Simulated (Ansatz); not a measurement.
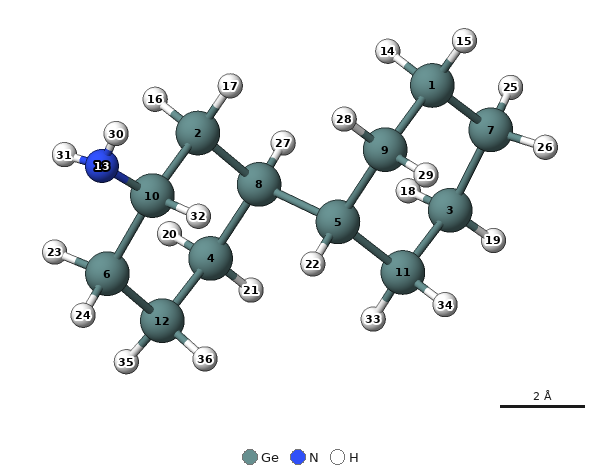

The structure as given in the input (ball-and-stick view, seen at a tilt; atoms are numbered from 1 in the order of the input). Sticks mark near contacts.

## Geometry relaxation of Ge12NH23 (part 1 of 2)

The run: geometry relaxation of Ge12NH23 (Ge12H22 bond rod). Method and program: RKS PBE-D4/def2-SVP (Ansatz 0.2.0).

The geometry: GFN2-xTB start. Figures and captions count atoms from 1; the log counts them from 0 in places.

What the program printed:
```
Functional definition: PBE
  name "PBE"
  cite "Perdew, Burke & Ernzerhof, Phys. Rev. Lett. 77, 3865 (1996) doi:10.1103/PhysRevLett.77.3865"
  parent pbe
  parameter kappa = 0.804
  parameter beta = 0.06672455060314922
  exchange = pbe_x(kappa = kappa, mu = beta*pi^2/3)
  correlation = pbe_c(beta = beta)
these checks for a lower state are left out or cut short: stability, starts, cluster_reference, orbital_swaps, neighbouring_geometries, increment
3683 factors; integrals over basis functions are off by at most 3.2e-1 eV
mean field evaluation 1: about -679882.6155 eV, gradient 9.1e1 eV
mean field evaluation 2: about -679802.6177 eV, gradient 1.6e2 eV
mean field evaluation 4: about -679894.9742 eV, gradient 1.8e1 eV
mean field evaluation 8: about -679895.9287 eV, gradient 4.6e-1 eV
mean field evaluation 16: about -679895.9131 eV, gradient 1.8e-4 eV
mean field -679895.91305397 eV, -24985.7139547314 hartree, gradient 9.0e-6 eV, S^2 0.000000; 0 other end points of the search recorded, 0 dependent functions left out
the calculation of the forces begins
reference -679895.91314235 eV, -24985.7139579793 hartree; 207, 207 occupied and 306, 306 virtual orbitals, 3683 factors
relax step   1: F+E_penalty+E_count = -679897.53204379 eV  Δ(F+E_penalty+E_count) = +0.000e0 eV  max|allowed force component| = 5.502e-1 eV/Å  Δτ_max = 0.0000 Å  (18 SCF iters, accepted)
these checks for a lower state are left out or cut short: stability, starts, cluster_reference, orbital_swaps, neighbouring_geometries, increment
3683 factors; integrals over basis functions are off by at most 3.4e-1 eV
mean field -679896.40719547 eV, -24985.7321140965 hartree, gradient 3.2e-6 eV, S^2 0.000000; 0 other end points of the search recorded, 0 dependent functions left out
[... from here on the field's lines of each further geometry are left out, up to the last ...]
relax step   2: F+E_penalty+E_count = -679898.02243310 eV  Δ(F+E_penalty+E_count) = -4.904e-1 eV  max|allowed force component| = 4.838e-1 eV/Å  Δτ_max = 0.1947 Å  (19 SCF iters, accepted)
relax step   3: F+E_penalty+E_count = -679898.07743762 eV  Δ(F+E_penalty+E_count) = -5.500e-2 eV  max|allowed force component| = 1.923e-1 eV/Å  Δτ_max = 0.0843 Å  (19 SCF iters, accepted)
relax step   4: F+E_penalty+E_count = -679898.10152723 eV  Δ(F+E_penalty+E_count) = -2.409e-2 eV  max|allowed force component| = 4.724e-1 eV/Å  Δτ_max = 0.2000 Å  (19 SCF iters, accepted)
relax step   5: F+E_penalty+E_count = -679898.12767007 eV  Δ(F+E_penalty+E_count) = -2.614e-2 eV  max|allowed force component| = 1.481e-1 eV/Å  Δτ_max = 0.1126 Å  (19 SCF iters, accepted)
relax step   6: F+E_penalty+E_count = -679898.14027923 eV  Δ(F+E_penalty+E_count) = -1.261e-2 eV  max|allowed force component| = 1.532e-1 eV/Å  Δτ_max = 0.1464 Å  (18 SCF iters, accepted)
relax step   7: F+E_penalty+E_count = -679898.14445130 eV  Δ(F+E_penalty+E_count) = -4.172e-3 eV  max|allowed force component| = 1.072e-1 eV/Å  Δτ_max = 0.0778 Å  (19 SCF iters, accepted)
relax step   8: F+E_penalty+E_count = -679898.14605928 eV  Δ(F+E_penalty+E_count) = -1.608e-3 eV  max|allowed force component| = 5.745e-2 eV/Å  Δτ_max = 0.0463 Å  (20 SCF iters, accepted)
the calculation of the forces begins
reference -679896.46158032 eV, -24985.7341127029 hartree; 207, 207 occupied and 306, 306 virtual orbitals, 3683 factors
relax step   9: F+E_penalty+E_count = -679898.14713066 eV  Δ(F+E_penalty+E_count) = -1.071e-3 eV  max|allowed force component| = 3.183e-2 eV/Å  Δτ_max = 0.0192 Å  (20 SCF iters, accepted)
these checks for a lower state are left out or cut short: stability, starts, cluster_reference, orbital_swaps, neighbouring_geometries, increment
3683 factors; integrals over basis functions are off by at most 3.4e-1 eV
mean field -679896.46168642 eV, -24985.7341166022 hartree, gradient 1.7e-6 eV, S^2 0.000000; 0 other end points of the search recorded, 0 dependent functions left out
the calculation of the forces begins
reference -679896.46177243 eV, -24985.7341197628 hartree; 207, 207 occupied and 306, 306 virtual orbitals, 3683 factors
relax step  10: F+E_penalty+E_count = -679898.14796617 eV  Δ(F+E_penalty+E_count) = -8.355e-4 eV  max|allowed force component| = 2.638e-2 eV/Å  Δτ_max = 0.0329 Å  (20 SCF iters, accepted)
```

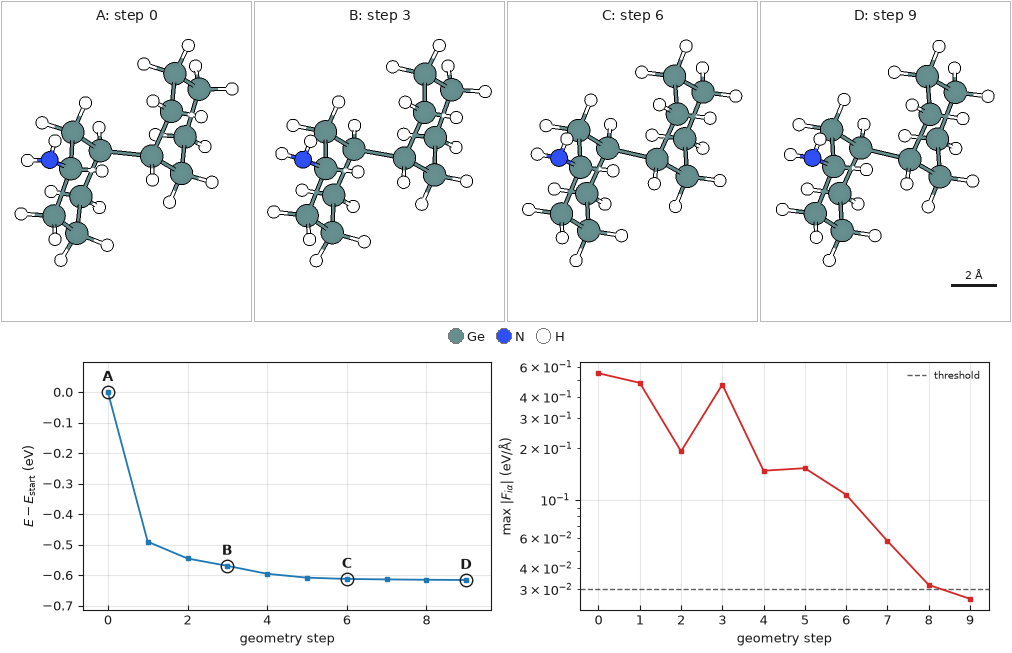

Frames of the relaxation (ball-and-stick view, seen at a tilt) above the curves, on which the letters mark them (the first geometry is step 0 here and step 1 in the log).

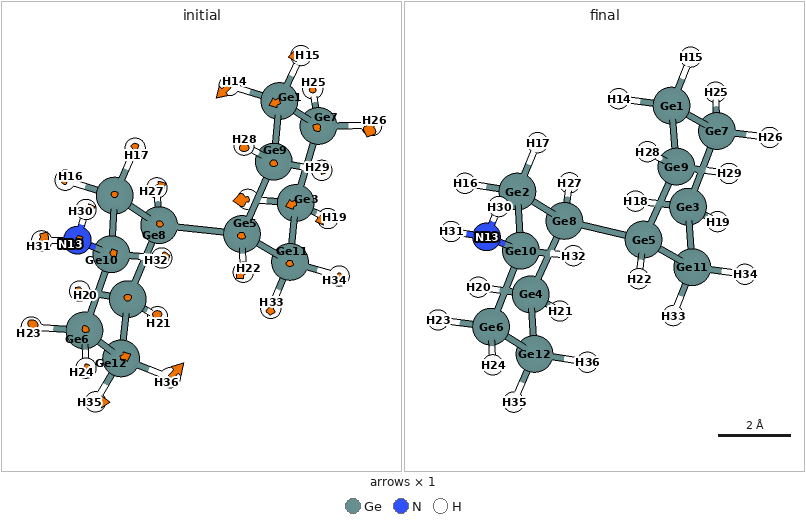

Before (left) and after (right) the relaxation, at one scale (ball-and-stick view, seen at a tilt). The orange arrows give the displacements, at true length. The energy falls by 0.616 eV in 9 geometry steps. The largest force component goes from 0.55 to 0.026 eV/Å. The largest move after the best rigid fit is that of H36, 0.59 Å. Largest moves by element: H 0.59 Å, Ge 0.35 Å, N 0.21 Å. Distances before and after: Ge10–N13 1.826 → 1.872 Å, Ge1–Ge9 2.398 → 2.443 Å, Ge6–H24 1.513 → 1.556 Å, Ge1–Ge7 2.403 → 2.445 Å. Among the angles that change: H16–Ge2–H17 100.7° → 107.2°, H35–Ge12–H36 102.4° → 107.7°, Ge7–Ge1–Ge9 114.1° → 109.4°. (Atoms are counted from 1 in the order of the input.)

```
Total energy: -679898.14805217 eV, -24985.7960894004 hartree
Atom 0 at    -1.959521     0.567982    -3.578728 Å, force     0.002379    -0.000101    -0.004727 eV/Å
Atom 1 at    -2.067010     0.450837     1.706664 Å, force    -0.012305    -0.007146    -0.010073 eV/Å
Atom 2 at     0.886740    -2.303124    -3.626571 Å, force    -0.000130     0.001605    -0.003281 eV/Å
Atom 3 at     0.773518    -2.401793     1.774917 Å, force     0.002774    -0.000475    -0.001666 eV/Å
Atom 4 at     0.899996     0.513936    -0.878256 Å, force     0.002793     0.001237    -0.005494 eV/Å
Atom 5 at     0.834006     0.586508     4.454297 Å, force    -0.003134     0.005195    -0.008690 eV/Å
Atom 6 at    -0.613561    -0.921337    -4.975271 Å, force    -0.000458     0.000650     0.002306 eV/Å
Atom 7 at    -0.606998    -0.971981     0.352802 Å, force    -0.000747    -0.000254     0.005796 eV/Å
Atom 8 at    -0.482319     1.991067    -2.251218 Å, force    -0.000843    -0.000975     0.000948 eV/Å
Atom 9 at    -0.659081     1.942356     3.068225 Å, force     0.026380    -0.006858     0.019450 eV/Å
Atom 10 at     2.342245    -0.867645    -2.287964 Å, force     0.000024    -0.001476     0.000843 eV/Å
Atom 11 at     2.198297    -0.944734     3.122240 Å, force    -0.002663    -0.000453     0.004593 eV/Å
Atom 12 at    -1.546825     3.117368     4.224326 Å, force    -0.002644    -0.010312     0.001556 eV/Å
Atom 13 at    -2.839586    -0.278712    -2.616199 Å, force    -0.000823     0.000024     0.002007 eV/Å
Atom 14 at    -2.911314     1.419912    -4.468387 Å, force     0.000630     0.001581     0.001491 eV/Å
Atom 15 at    -2.973451    -0.417831     2.630894 Å, force     0.002784     0.001938     0.000100 eV/Å
Atom 16 at    -3.009850     1.262525     0.766242 Å, force    -0.000669    -0.000831     0.000683 eV/Å
Atom 17 at     0.045400    -3.197401    -2.672544 Å, force     0.000768    -0.001308     0.001014 eV/Å
Atom 18 at     1.719838    -3.241732    -4.547431 Å, force     0.001201     0.000456     0.000723 eV/Å
Atom 19 at    -0.104987    -3.287772     2.704860 Å, force    -0.000935     0.000473    -0.000638 eV/Å
Atom 20 at     1.643151    -3.342845     0.890765 Å, force    -0.001796    -0.000250     0.000124 eV/Å
Atom 21 at     1.739557     1.335751     0.147044 Å, force    -0.000916    -0.000087     0.003585 eV/Å
Atom 22 at    -0.042754    -0.265004     5.420490 Å, force     0.000209    -0.000223     0.000385 eV/Å
Atom 23 at     1.739253     1.500436     5.329533 Å, force     0.000125     0.000998    -0.002401 eV/Å
Atom 24 at    -1.529775    -1.815777    -5.860657 Å, force    -0.000799    -0.000238     0.001310 eV/Å
Atom 25 at     0.251307    -0.046529    -5.929195 Å, force    -0.001625    -0.001544     0.000440 eV/Å
Atom 26 at    -1.416131    -1.822703    -0.673494 Å, force    -0.001053     0.001516    -0.000513 eV/Å
Atom 27 at    -1.309211     2.943499    -1.338559 Å, force     0.001446     0.001187     0.001773 eV/Å
Atom 28 at     0.391243     2.866313    -3.196020 Å, force     0.000670    -0.000595     0.001738 eV/Å
Atom 29 at    -2.142994     3.779093     3.709934 Å, force    -0.010779     0.008192     0.002488 eV/Å
Atom 30 at    -2.157646     2.615414     4.881711 Å, force    -0.002375     0.006804    -0.003537 eV/Å
Atom 31 at     0.166222     2.852415     2.112629 Å, force     0.000216     0.001423    -0.011714 eV/Å
Atom 32 at     3.291353    -1.723692    -1.399397 Å, force    -0.000296     0.001593     0.000718 eV/Å
Atom 33 at     3.219830     0.009408    -3.227272 Å, force    -0.000460     0.001009     0.001325 eV/Å
Atom 34 at     3.117745    -1.781185     4.059097 Å, force     0.001558    -0.002048    -0.001559 eV/Å
Atom 35 at     3.113337    -0.122995     2.170462 Å, force     0.001495    -0.000706    -0.001102 eV/Å
Dipole moment:    -0.237578     0.071253     0.059387 e Å
Checks for a lower state left out: stability, starts, cluster_reference, orbital_swaps, neighbouring_geometries, increment
```

Trajectory as extended XYZ (Å, eV, eV/Å), 10 frames, from step=1 to step=10:
```
36
Properties=species:S:1:pos:R:3:forces:R:3 step=1 energy=-679897.53204
Ge   -1.9168    0.5980   -3.9203    0.1050  -0.1096   0.1149
Ge   -1.9695    0.5545    1.7991    0.1380   0.0089   0.1753
Ge    0.9469   -2.2752   -3.9541   -0.1139   0.1104   0.1118
Ge    0.8838   -2.2750    1.8924   -0.1379   0.1888  -0.0125
Ge    0.7909    0.4143   -1.0379    0.0207   0.0016   0.1210
Ge    0.8708    0.6724    4.6384   -0.1794  -0.1048  -0.1681
Ge   -0.6683   -1.0067   -5.2012    0.1087   0.1181   0.1303
Ge   -0.5385   -0.9018    0.5024   -0.0086   0.0142  -0.1443
Ge   -0.5894    1.8720   -2.3819    0.0847  -0.1779  -0.0092
Ge   -0.6661    1.9690    3.3026    0.1548  -0.1959  -0.3907
Ge    2.2279   -0.9529   -2.4183   -0.1795   0.0934   0.0035
Ge    2.1611   -0.9707    3.4503   -0.1275   0.0993  -0.1482
N    -1.5530    3.0999    4.4297    0.1998   0.2480   0.5279
H    -2.9720   -0.1373   -3.1160   -0.3730  -0.4447   0.4648
H    -2.7590    1.4791   -4.8213   -0.2168   0.4881  -0.5171
H    -3.0089   -0.2687    2.5567   -0.2165  -0.4246   0.3975
H    -2.8716    1.3656    0.8728   -0.1460   0.4220  -0.4373
H     0.2304   -3.3542   -3.1650   -0.4376  -0.3790   0.4606
H     1.8277   -3.0865   -4.8824    0.4903  -0.2098  -0.5273
H     0.0534   -3.3049    2.6389   -0.4809  -0.3065   0.4077
H     1.7814   -3.1453    1.0319    0.5047  -0.2179  -0.4552
H     1.6929    1.2999   -0.1607    0.2391   0.2383   0.2055
H     0.0692   -0.0660    5.6996   -0.4724  -0.4066   0.3347
H     1.7641    1.5456    5.4923    0.5277   0.5382   0.2303
H    -1.6050   -1.9255   -5.9585   -0.5234  -0.5185  -0.1896
H     0.0447   -0.2842   -6.3272    0.4462   0.4462  -0.4169
H    -1.4289   -1.8230   -0.3487   -0.2121  -0.2582  -0.2055
H    -1.4632    2.7489   -1.5037   -0.4907   0.2226   0.4715
H     0.2536    2.8965   -3.1198    0.5035   0.2969  -0.4136
H    -2.2095    3.7308    3.9895   -0.3721   0.4180  -0.3708
H    -2.0246    2.6627    5.2105   -0.2895  -0.3308   0.4662
H     0.0931    2.9572    2.4154    0.3377   0.1821  -0.3836
H     3.1278   -1.8251   -1.5628    0.2405  -0.4948   0.4684
H     3.2303   -0.0931   -3.1686    0.2834   0.4990  -0.4080
H     2.8967   -1.8708    4.4220    0.1859  -0.4796   0.5502
H     3.2975   -0.2993    2.7041    0.4070   0.4253  -0.4443
36
Properties=species:S:1:pos:R:3:forces:R:3 step=2 energy=-679898.02243
Ge   -1.9631    0.5704   -3.8726    0.1919  -0.0178  -0.0380
Ge   -1.9771    0.5454    1.8065    0.1003   0.0145  -0.1164
Ge    0.9191   -2.3193   -3.9092   -0.0271   0.1898  -0.0236
Ge    0.8545   -2.3029    1.8682   -0.0369   0.1065  -0.0498
Ge    0.8471    0.4659   -0.9782   -0.1765  -0.1766  -0.1275
Ge    0.8542    0.6676    4.6495    0.0398   0.0418  -0.1944
Ge   -0.6597   -0.9950   -5.2267   -0.0154  -0.0174   0.2023
Ge   -0.5831   -0.9370    0.4390    0.1679   0.1687   0.1627
Ge   -0.5724    1.8965   -2.3646    0.0634  -0.1093   0.0421
Ge   -0.6244    2.0247    3.2483    0.0518  -0.4838   0.0115
Ge    2.2554   -0.9441   -2.3965   -0.1068   0.0594   0.0490
Ge    2.1946   -0.9509    3.3994   -0.1981   0.0179   0.0321
N    -1.5698    3.0541    4.4647   -0.3009   0.2227   0.3205
H    -2.9854   -0.2251   -3.0180   -0.0487  -0.0121   0.0115
H    -2.7299    1.5083   -4.8440   -0.1002   0.0405   0.0149
H    -2.9512   -0.3491    2.6319   -0.0406   0.0960   0.0329
H    -2.7997    1.4315    0.8225   -0.1293  -0.0369   0.0230
H     0.1385   -3.3631   -3.0671   -0.0135  -0.0464   0.0091
H     1.8539   -3.0598   -4.9026    0.0456  -0.1068   0.0052
H    -0.0482   -3.2827    2.6671    0.0454  -0.0761   0.0491
H     1.8245   -3.1088    0.9621    0.0109  -0.1190  -0.0116
H     1.7657    1.3698   -0.1024   -0.0173  -0.0137   0.1053
H    -0.0206   -0.1151    5.6705   -0.0101   0.0176   0.0279
H     1.8072    1.6148    5.4264    0.0217   0.0072   0.1088
H    -1.6511   -1.9702   -5.9155   -0.0286  -0.0309  -0.1169
H     0.1175   -0.2118   -6.3185    0.0091   0.0153  -0.0346
H    -1.4742   -1.8869   -0.4151    0.0082   0.0242  -0.1193
H    -1.5114    2.7120   -1.4350   -0.0006   0.1208   0.0153
H     0.3520    2.8626   -3.1560   -0.0604   0.0748  -0.0557
H    -2.1604    3.7789    4.0350   -0.0045  -0.0923   0.0656
H    -2.1434    2.5230    5.1450    0.2310   0.1545  -0.3700
H     0.1847    2.9882    2.3347   -0.0283   0.0614   0.0277
H     3.0935   -1.8837   -1.4879    0.1116  -0.0036   0.0102
H     3.2018   -0.0081   -3.1976    0.0808  -0.0522  -0.0538
H     2.8634   -1.8899    4.4384    0.1207  -0.0495   0.0058
H     3.2976   -0.2103    2.5985    0.0438   0.0108  -0.0206
36
Properties=species:S:1:pos:R:3:forces:R:3 step=3 energy=-679898.07744
Ge   -1.9605    0.5840   -3.8649    0.0004   0.0036  -0.0034
Ge   -2.0016    0.5553    1.7948    0.0300  -0.0275   0.0149
Ge    0.9257   -2.3133   -3.9019    0.0055   0.0064  -0.0035
Ge    0.8658   -2.3276    1.8679   -0.0203   0.0289   0.0054
Ge    0.8303    0.4522   -0.9959    0.0732   0.0689   0.0268
Ge    0.8769    0.6628    4.6482   -0.0312  -0.0153   0.0119
Ge   -0.6701   -0.9996   -5.2092    0.0094   0.0087   0.0125
Ge   -0.5642   -0.9213    0.4623   -0.0701  -0.0616  -0.0287
Ge   -0.5734    1.9220   -2.3627    0.0172  -0.0355   0.0090
Ge   -0.6377    1.9913    3.2642    0.0163  -0.0338  -0.1356
Ge    2.2761   -0.9426   -2.3957   -0.0322   0.0208   0.0081
Ge    2.2020   -0.9714    3.4016   -0.0128  -0.0111  -0.0009
N    -1.5863    3.0881    4.4309   -0.1133   0.1195   0.1923
H    -2.9888   -0.2122   -3.0107    0.0045   0.0077   0.0105
H    -2.7575    1.5261   -4.8161   -0.0196  -0.0220   0.0116
H    -2.9882   -0.3032    2.6459    0.0156   0.0062  -0.0081
H    -2.8682    1.4219    0.8256    0.0207  -0.0285   0.0287
H     0.1433   -3.3624   -3.0608    0.0056   0.0071   0.0102
H     1.8643   -3.0849   -4.8768   -0.0223  -0.0235   0.0101
H    -0.0103   -3.3230    2.6851    0.0100   0.0154  -0.0019
H     1.8255   -3.1646    0.9697   -0.0275   0.0041  -0.0018
H     1.7315    1.3403   -0.0800    0.0040   0.0041   0.0227
H    -0.0034   -0.1123    5.6741    0.0143  -0.0051   0.0106
H     1.8247    1.5991    5.4552   -0.0252  -0.0134  -0.0063
H    -1.6541   -1.9686   -5.9312    0.0181   0.0178  -0.0128
H     0.1072   -0.2132   -6.3037    0.0034   0.0040   0.0028
H    -1.4411   -1.8486   -0.4379    0.0008  -0.0008  -0.0263
H    -1.4995    2.7693   -1.4396    0.0272   0.0045  -0.0017
H     0.3184    2.9050   -3.1781   -0.0190  -0.0242  -0.0045
H    -2.2009    3.7682    3.9618    0.0486  -0.1084   0.0317
H    -2.1492    2.5731    5.1229    0.0531   0.0498  -0.1466
H     0.1652    2.9627    2.3500    0.0173   0.0061  -0.0099
H     3.1430   -1.8719   -1.4947    0.0007   0.0227  -0.0007
H     3.2407   -0.0371   -3.2181   -0.0181  -0.0203  -0.0037
H     2.9077   -1.9137    4.4223    0.0258   0.0218  -0.0146
H     3.3066   -0.2301    2.5957   -0.0100   0.0030  -0.0086
36
Properties=species:S:1:pos:R:3:forces:R:3 step=4 energy=-679898.10153
Ge   -1.9639    0.5726   -3.7944    0.0004  -0.0074   0.0161
Ge   -1.9980    0.5214    1.7893   -0.0199   0.0098  -0.0174
Ge    0.9110   -2.3091   -3.8362   -0.0083  -0.0006   0.0135
Ge    0.8320   -2.3407    1.8449    0.0123  -0.0177   0.0053
Ge    0.8587    0.4757   -0.9541    0.0101   0.0133  -0.0032
Ge    0.8607    0.6385    4.6147    0.0039   0.0026   0.0133
Ge   -0.6534   -0.9753   -5.1591   -0.0055  -0.0087  -0.0077
Ge   -0.5812   -0.9393    0.4249   -0.0030  -0.0160   0.0096
Ge   -0.5447    1.9266   -2.3353   -0.0002   0.0201   0.0028
Ge   -0.6265    1.9885    3.2210    0.0769  -0.0922  -0.1166
Ge    2.2853   -0.9157   -2.3716    0.0216  -0.0064   0.0054
Ge    2.1943   -0.9611    3.3349    0.0006   0.0065  -0.0054
N    -1.5573    3.0966    4.4032   -0.4724   0.0612   0.1497
H    -2.9564   -0.2399   -2.9131    0.0160  -0.0014   0.0042
H    -2.8059    1.4906   -4.7292   -0.0058   0.0002   0.0166
H    -2.9484   -0.3394    2.6771    0.0136  -0.0015   0.0087
H    -2.9079    1.3597    0.8392   -0.0054   0.0092   0.0075
H     0.1104   -3.3188   -2.9641   -0.0034   0.0160   0.0059
H     1.8189   -3.1325   -4.7970   -0.0009  -0.0061   0.0150
H    -0.0436   -3.3101    2.6917   -0.0032   0.0078   0.0047
H     1.7657   -3.2067    0.9486   -0.0037  -0.0064  -0.0001
H     1.7426    1.3475   -0.0051   -0.0185  -0.0182  -0.0012
H    -0.0119   -0.1551    5.6330   -0.0046   0.0015  -0.0191
H     1.8031    1.5646    5.4382   -0.0090  -0.0060  -0.0051
H    -1.6167   -1.9247   -5.9320    0.0056   0.0060  -0.0029
H     0.1451   -0.1643   -6.2208    0.0075   0.0091   0.0221
H    -1.4433   -1.8428   -0.5143    0.0131   0.0273  -0.0012
H    -1.4356    2.8139   -1.4165    0.0000   0.0071   0.0007
H     0.3386    2.8771   -3.1952    0.0013  -0.0089  -0.0107
H    -2.1382    3.7886    3.9095    0.1631   0.1242  -0.1534
H    -2.2530    2.5670    4.9520    0.2383  -0.1035   0.0620
H     0.1943    2.9482    2.3070   -0.0109  -0.0208   0.0216
H     3.1843   -1.8209   -1.4788    0.0030   0.0021  -0.0005
H     3.2234   -0.0205   -3.2330   -0.0089   0.0022  -0.0068
H     2.9709   -1.8720    4.3312    0.0113  -0.0057  -0.0200
H     3.2468   -0.1878    2.4894   -0.0152   0.0016  -0.0133
```
